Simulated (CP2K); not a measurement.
# CH3AlCl2 (AlCl2Me): MNDOD

What is the energy difference between two shapes of CH3AlCl2 (AlCl2Me) at MNDOD? 

The calculation is run with CP2K 2026.2.

2 further runs of the same task are left out: 2 set aside as unsound or not needed.

## (1) The structure to begin with

CH3AlCl2: 7 atoms, total charge 0, spin state singlet. SMILES: `[CH3][Al]([Cl])[Cl]`. The shape comes from GFN2-xTB, which is rough for such elements, and wasn't checked as a minimum.

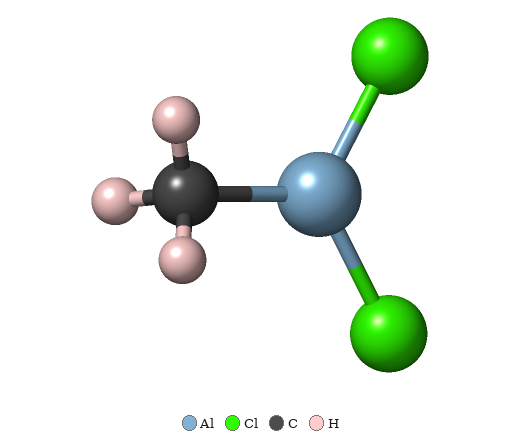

Viewed from a chosen angle; aluminium light blue, chlorine green, carbon dark grey, hydrogen pink.

## (2) A single-point energy at MNDOD

The input, calc.inp:

```
&GLOBAL
  PROJECT_NAME calc
  RUN_TYPE ENERGY
  PRINT_LEVEL MEDIUM
&END

&FORCE_EVAL
  METHOD QUICKSTEP
  &DFT
    &QS
      METHOD MNDOD
      EPS_DEFAULT 1.0E-10
      &SE
        &COULOMB
          CUTOFF [angstrom] 50
          RC_RANGE [angstrom] 0
        &END
        &EXCHANGE
          CUTOFF [angstrom] 50
          RC_RANGE [angstrom] 0
        &END
      &END
    &END
    &POISSON
      PERIODIC NONE
      POISSON_SOLVER ANALYTIC
    &END
    &SCF
      SCF_GUESS ATOMIC
      EPS_SCF 1.0E-07
      MAX_SCF 40
      &OT
        MINIMIZER DIIS
        PRECONDITIONER FULL_ALL
      &END
      &OUTER_SCF
        EPS_SCF 1.0E-07
        MAX_SCF 10
      &END
    &END
    &PRINT
      &MOMENTS
        PERIODIC F
        REFERENCE COM
        MAX_MOMENT 1
      &END
      &MO_CUBES
        NLUMO 5
        NHOMO -1
        WRITE_CUBE F
      &END
      &HIRSHFELD OFF
      &END
    &END
  &END
  &SUBSYS
    &CELL
      ABC 14 14.3 11.6
      PERIODIC NONE
    &END
    &COORD
      Al     0.500040     0.875670     0.005820
      Cl     2.535230     0.915330     0.030170
      Cl    -0.480680     2.659300    -0.041910
      C     -0.489580    -0.848950     0.008550
      H     -0.590350    -1.251770    -1.002870
      H     -1.499850    -0.737270     0.405280
      H      0.025200    -1.612300     0.594960
    &END
    &TOPOLOGY
      &CENTER_COORDINATES
      &END
    &END
  &END
&END
```

Launch:

```bash
$ OMP_NUM_THREADS=1 cp2k.psmp -i calc.inp > calc.out 2>&1
```

Standard output:

```text
CP2K| version string:                                       CP2K version 2026.2
[...]
 GLOBAL| Method name                                                        CP2K
[...]
 GLOBAL| Run type                                                         ENERGY
[...]
                             - Atoms:                                          7
[...]
                             - Spherical basis functions:                     34
[...]
 Number of electrons:                                                         24
[...]
     1 OT DIIS     0.15E+00    0.0     0.27418703       -24.2021021888 -2.42E+01
[...]
     6 OT DIIS     0.15E+00    0.0     0.00000002       -27.6959532125 -1.09E-12
  *** SCF run converged in     6 steps ***
  Core-core repulsion energy [eV]:                           1085.14161856007831
  Core Hamiltonian energy [eV]:                             -1223.98765098360604
  Two-electron integral energy [eV]:                        -1229.59836342748463
  Electronic energy [eV]:                                   -1838.78683269734825
  Total energy [eV]:                                         -753.64521413727016
  Atomic reference energy [eV]:                               748.42603020403544
  Heat of formation [kcal/mol]:                              -120.35725027172127
[...]
 SE_DIPOLE| Moment [Debye]          0.28825956       0.48631680      -0.01564418
 SE_DIPOLE| Derivative [a.u.]       0.00000000       0.00000000       0.00000000
 *** WARNING in qs_scf_post_se.F:140 :: Printing of MO cube files not ***
 *** implemented for Semi-Empirical method.                           ***
 ENERGY| Total FORCE_EVAL ( QS ) energy [hartree]            -27.695953212452565
[...]
```

Wall time 0.44 s (1 thread of Arm Neoverse V2, shared host).

## (3) The distorted shape at the same level

The input, calc.inp:

```
&GLOBAL
   PROJECT_NAME calc
   RUN_TYPE ENERGY
   PRINT_LEVEL MEDIUM
&END GLOBAL

&FORCE_EVAL
   METHOD QUICKSTEP
   &DFT
      &QS
         METHOD MNDOD
         EPS_DEFAULT 1.0E-10
         &SE
            &COULOMB
               CUTOFF [angstrom] 50
               RC_RANGE [angstrom] 0
            &END COULOMB
            &EXCHANGE
               CUTOFF [angstrom] 50
               RC_RANGE [angstrom] 0
            &END EXCHANGE
         &END SE
      &END QS
      &POISSON
         PERIODIC NONE
         POISSON_SOLVER ANALYTIC
      &END POISSON
      &SCF
         SCF_GUESS ATOMIC
         EPS_SCF 1.0E-07
         MAX_SCF 40
         &OT
            MINIMIZER DIIS
            PRECONDITIONER FULL_ALL
         &END OT
         &OUTER_SCF
            EPS_SCF 1.0E-07
            MAX_SCF 10
         &END OUTER_SCF
      &END SCF
      &PRINT
         &MOMENTS
            PERIODIC F
            REFERENCE COM
            MAX_MOMENT 1
         &END MOMENTS
         &MO_CUBES
            NLUMO 5
            NHOMO -1
            WRITE_CUBE F
         &END MO_CUBES
         &HIRSHFELD OFF
         &END HIRSHFELD
      &END PRINT
   &END DFT
   &SUBSYS
      &CELL
         ABC 14 14.2 11.5
         PERIODIC NONE
      &END CELL
      &COORD
         Al     0.480992     0.850651     0.073681
         Cl     2.484939     0.889896     0.061806
         Cl    -0.567262     2.652881    -0.055940
         C     -0.466546    -0.856903    -0.043969
         H     -0.549017    -1.290730    -0.945262
         H     -1.497438    -0.651517     0.360209
         H      0.047667    -1.585279     0.553041
      &END COORD
      &TOPOLOGY
         &CENTER_COORDINATES
         &END CENTER_COORDINATES
      &END TOPOLOGY
   &END SUBSYS
&END FORCE_EVAL
```

Launch:

```bash
$ OMP_NUM_THREADS=1 cp2k.psmp -i calc.inp -o calc.out
```

Standard output:

```text
CP2K| version string:                                       CP2K version 2026.2
[...]
 GLOBAL| Method name                                                        CP2K
[...]
 GLOBAL| Run type                                                         ENERGY
[...]
                             - Atoms:                                          7
[...]
                             - Spherical basis functions:                     34
[...]
 Number of electrons:                                                         24
[...]
     1 OT DIIS     0.15E+00    0.0     0.27473509       -24.1368643689 -2.41E+01
[...]
     6 OT DIIS     0.15E+00    0.0     0.00000002       -27.6842673420 -1.12E-12
  *** SCF run converged in     6 steps ***
  Core-core repulsion energy [eV]:                           1090.97639942648061
  Core Hamiltonian energy [eV]:                             -1225.68171481055492
  Two-electron integral energy [eV]:                        -1237.24382009147052
  Electronic energy [eV]:                                   -1844.30362485629007
  Total energy [eV]:                                         -753.32722542980946
  Atomic reference energy [eV]:                               748.42603020403544
  Heat of formation [kcal/mol]:                              -113.02425589232639
[...]
 SE_DIPOLE| Moment [Debye]         -0.06875599       0.80365100      -0.41329084
 SE_DIPOLE| Derivative [a.u.]       0.00000000       0.00000000       0.00000000
 *** WARNING in qs_scf_post_se.F:140 :: Printing of MO cube files not ***
 *** implemented for Semi-Empirical method.                           ***
 ENERGY| Total FORCE_EVAL ( QS ) energy [hartree]            -27.684267341967733
[...]
```

Run time: 0.44 s. Hardware: 1 thread of Arm Neoverse V2, shared host.

## (4) Results

At MNDOD:

| quantity | value |
| --- | --- |
| first shape: total energy | -27.69595 Eh |
| first shape: dipole moment | 0.57 D |
| first shape: heat of formation | -120.4 kcal/mol |
| distorted shape: total energy | -27.68427 Eh |
| distorted shape: dipole moment | 0.91 D |
| distorted shape: heat of formation | -113.0 kcal/mol |
| energy change with the atoms displaced | 0.318 eV |

**Reading.** With the atoms displaced the energy rises by 0.32 eV (30.7 kJ/mol). The first shape isn't relaxed at this level, so the change isn't measured from a minimum.
